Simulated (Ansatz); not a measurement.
**BF3 (boron trifluoride) at 6 levels**

Aim: a comparison of 6 runs (UHF/STO-3G, B2PLYP/STO-3G, BLYP/STO-3G, SVWN5/STO-3G, wB97M-V/STO-3G, MP2/STO-3G) of BF3 (boron trifluoride). 

The results are computed with Ansatz 0.2.0.

35 further runs of the same task are left out: 2 that didn't finish, 33 set aside as unsound or not needed.

## Step 1: The structure to begin with

BF3 has 4 atoms, charge 0, and is taken as a singlet. SMILES: `FB(F)F`. The F4–B1 distance was set to 1.951 Å, away from the relaxed value.

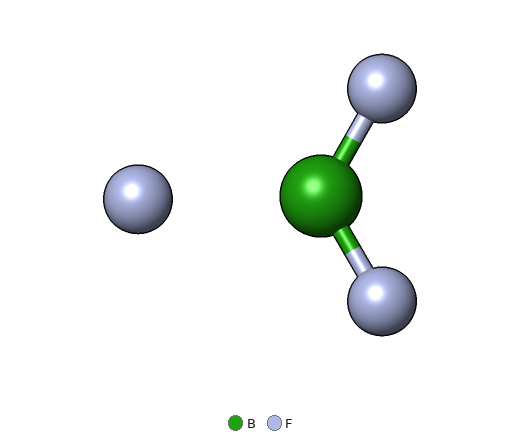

Viewed from a chosen angle; boron green, fluorine light blue.

## Step 2: A single-point energy at UHF/STO-3G (run 1)

Input file in.yaml:

```yaml
basis:
  gaussian:
    orbitals: STO-3G
crystal:
  periodic: [false, false, false]
  atoms:
    - {symbol: B, position_ang: [0.337232, 0.556109, -0.002320]}
    - {symbol: F, position_ang: [1.637412, 0.528419, 0.011350]}
    - {symbol: F, position_ang: [-0.289118, 1.695829, -0.019370]}
    - {symbol: F, position_ang: [-0.674160, -1.112140, 0.004010]}
total_charge: 0
magnetization:
  spin_polarized: true
  initial_magnetization: 0
hamiltonian:
  xc: hf
accuracy: high
```

Launch:

```sh
$ ansatz run in.yaml --threads 1 --pin off --max-ram 2610MiB --events-out events.jsonl --progress --plain --runs-dir runs
```

Standard output:

```text
Warning: RAYON_NUM_THREADS=1 ignored (pool sized by the plan → 1); use --threads N
Functional definition: HF
  name "HF"
  exchange = exact_x
  correlation = 0
356 factors; integrals over basis functions are off by at most 3.2e-8 eV
mean field evaluation 1: about -8660.3742 eV, gradient 2.3e1 eV
mean field evaluation 2: about -8660.4231 eV, gradient 2.3e1 eV
mean field evaluation 4: about -8666.3790 eV, gradient 1.6e0 eV
mean field evaluation 8: about -8666.4144 eV, gradient 6.3e-2 eV
mean field evaluation 16: about -8666.6849 eV, gradient 1.5e0 eV
mean field evaluation 32: about -8666.6187 eV, gradient 1.4e0 eV
mean field evaluation 64: about -8662.4420 eV, gradient 1.1e0 eV
mean field -8666.95104444 eV, -318.5045762128 hartree, gradient 4.1e-8 eV, S^2 0.510982; 2 other end points of the search recorded, 0 dependent functions left out
reference -8666.95104444 eV, -318.5045762128 hartree; 16, 16 occupied and 4, 4 virtual orbitals, 356 factors
Total energy: -8666.95104444 eV, -318.5045762128 hartree
```

Wall time 0.26 s (1 thread of Arm Neoverse V1, shared host).

## Step 3: The energy at B2PLYP/STO-3G (run 2)

Input file molecule.yaml:

```yaml
crystal:
  periodic: [false, false, false]
  atoms:
    - {symbol: B, position_ang: [0.337232, 0.556109, -0.002320]}
    - {symbol: F, position_ang: [1.637412, 0.528419, 0.011350]}
    - {symbol: F, position_ang: [-0.289118, 1.695829, -0.019370]}
    - {symbol: F, position_ang: [-0.674160, -1.112140, 0.004010]}
basis:
  gaussian: {orbitals: STO-3G}
hamiltonian: {xc: {name: B2PLYP}}
correlation: {frozen_orbitals: {B: 1, F: 1}}
accuracy: high
```

Launch:

```sh
$ ansatz run molecule.yaml --threads 1 --pin off --max-ram 2610MiB --events-out events.jsonl --progress --plain --runs-dir runs
```

Standard output, cut to the lines that bear on the results:

```text
Warning: RAYON_NUM_THREADS=1 ignored (pool sized by the plan → 1); use --threads N
Functional definition: B2PLYP
  name "B2PLYP"
[...]
356 factors; integrals over basis functions are off by at most 3.2e-8 eV
[...]
mean field -8689.58810313 eV, -319.3364727757 hartree, gradient 2.0e-8 eV, S^2 0.000000; 0 other end points of the search recorded, 0 dependent functions left out; unrestricted orbitals would lower it
4 core orbitals not correlated: weight in the atoms' cores, before any rotation towards them, 1.000 or more for the frozen orbitals, at most 0.000 for the correlated occupied ones
reference -8689.58811509 eV, -319.3364732152 hartree; 12, 12 occupied and 4, 4 virtual orbitals, 356 factors
second order -4.94198917 eV of doubles, -0.00000000 eV of singles
Total energy: -8690.92245217 eV, -319.3855091983 hartree
```

Run time: 1.6 s. Hardware: 1 thread of Arm Neoverse V1, shared host; peak memory 0.095 GiB.

Run 3 isn't shown in full; the table further down has it.

## Step 4: The energy at SVWN5/STO-3G (run 4)

Input file in.yaml:

```yaml
crystal:
  periodic: [false, false, false]
  atoms:
    - symbol: B
      position_ang: [0.337232, 0.556109, -0.002320]
    - symbol: F
      position_ang: [1.637412, 0.528419, 0.011350]
    - symbol: F
      position_ang: [-0.289118, 1.695829, -0.019370]
    - symbol: F
      position_ang: [-0.674160, -1.112140, 0.004010]
basis:
  gaussian: {orbitals: STO-3G}
hamiltonian: {xc: {name: SVWN5}}
accuracy: high
```

Launch:

```sh
$ ansatz run in.yaml --threads 1 --pin off --max-ram 2610MiB --events-out events.jsonl --progress --plain --runs-dir runs
```

Standard output:

```text
Warning: RAYON_NUM_THREADS=1 ignored (pool sized by the plan → 1); use --threads N
Functional definition: SVWN5
  name "SVWN5"
  exchange = slater_x
  correlation = vwn5_c
356 factors; integrals over basis functions are off by at most 3.2e-8 eV
mean field evaluation 1: about -8638.5065 eV, gradient 2.0e1 eV
mean field evaluation 2: about -8535.5488 eV, gradient 1.3e2 eV
mean field evaluation 4: about -8640.6386 eV, gradient 4.3e0 eV
mean field evaluation 8: about -8640.6163 eV, gradient 2.1e-1 eV
mean field evaluation 16: about -8640.6165 eV, gradient 3.1e-7 eV
mean field -8640.61646711 eV, -317.5367983461 hartree, gradient 1.3e-8 eV, S^2 0.000000; 0 other end points of the search recorded, 0 dependent functions left out
reference -8640.61646825 eV, -317.5367983879 hartree; 16, 16 occupied and 4, 4 virtual orbitals, 356 factors
Total energy: -8640.61646825 eV, -317.5367983879 hartree
```

Run time: 0.69 s. Hardware: 1 thread of Arm Neoverse V1, shared host.

Run 5 isn't shown in full; the table further down has it.

## Step 5: A single-point energy at MP2/STO-3G (run 6)

Input file in.yaml:

```yaml
basis:
  gaussian:
    orbitals: STO-3G
crystal:
  periodic: [false, false, false]
  atoms:
    - {symbol: B, position_ang: [0.337232, 0.556109, -0.002320]}
    - {symbol: F, position_ang: [1.637412, 0.528419, 0.011350]}
    - {symbol: F, position_ang: [-0.289118, 1.695829, -0.019370]}
    - {symbol: F, position_ang: [-0.674160, -1.112140, 0.004010]}
correlation:
  method: mp2
  frozen_orbitals: {B: 1, F: 1}
accuracy: high
total_charge: 0
```

Launch:

```sh
$ ansatz run in.yaml --threads 1 --pin off --max-ram 2610MiB --events-out events.jsonl --progress --plain --runs-dir runs
```

Standard output:

```text
Warning: RAYON_NUM_THREADS=1 ignored (pool sized by the plan → 1); use --threads N
[... 4 set-up lines as earlier in the session ...]
356 factors; integrals over basis functions are off by at most 3.2e-8 eV
mean field evaluation 1: about -8660.3742 eV, gradient 3.3e1 eV
mean field evaluation 2: about -8660.4231 eV, gradient 3.3e1 eV
mean field evaluation 4: about -8666.3790 eV, gradient 2.3e0 eV
mean field evaluation 8: about -8666.4144 eV, gradient 8.5e-4 eV
mean field -8666.41443040 eV, -318.4848560106 hartree, gradient 1.7e-8 eV, S^2 0.000000; 0 other end points of the search recorded, 0 dependent functions left out; unrestricted orbitals would lower it
mean field evaluation 16: about -8666.8639 eV, gradient 2.1e0 eV
4 core orbitals not correlated: weight in the atoms' cores, before any rotation towards them, 1.000 or more for the frozen orbitals, at most 0.000 for the correlated occupied ones
reference -8666.41443040 eV, -318.4848560106 hartree; 12, 12 occupied and 4, 4 virtual orbitals, 356 factors
second order -3.26857996 eV of doubles, -0.00000000 eV of singles
Total energy: -8669.68301036 eV, -318.6049741087 hartree
```

Wall time 0.12 s (1 thread of Arm Neoverse V1, shared host).

## Step 6: Overview of the runs

| run | level | frozen core orbitals | energy (Eh) | wall time |
| --- | --- | --- | --- | --- |
| 1 | UHF/STO-3G | – | -318.504576 | 0.26 s |
| 2 | B2PLYP/STO-3G | 4 | -319.385509 | 1.6 s |
| 3 | BLYP/STO-3G | – | -319.666650 | 1 s |
| 4 | SVWN5/STO-3G | – | -317.536798 | 0.69 s |
| 5 | wB97M-V/STO-3G | – | -319.766610 | 19 s |
| 6 | MP2/STO-3G | 4 | -318.604974 | 0.12 s |

## Step 7: Outcome

| quantity | value |
| --- | --- |
| run 6: total energy | -318.60497 Eh |
| run 6: correlation energy (4 core orbitals frozen) | -120.1 mEh |

Totals of different functionals can't be ranked against each other. In runs 2, 6 the log says that unrestricted orbitals would lower the reference, so the values rest on an unstable closed-shell determinant (other closed-shell runs at this shape may share the fault). In runs 1, 2, 3, 4, 5, 6 the basis is minimal, so the values are rough. Spin contamination of the reference: run 1 ⟨S²⟩ = 0.51. All runs together took 23 s, the longest 19 s.
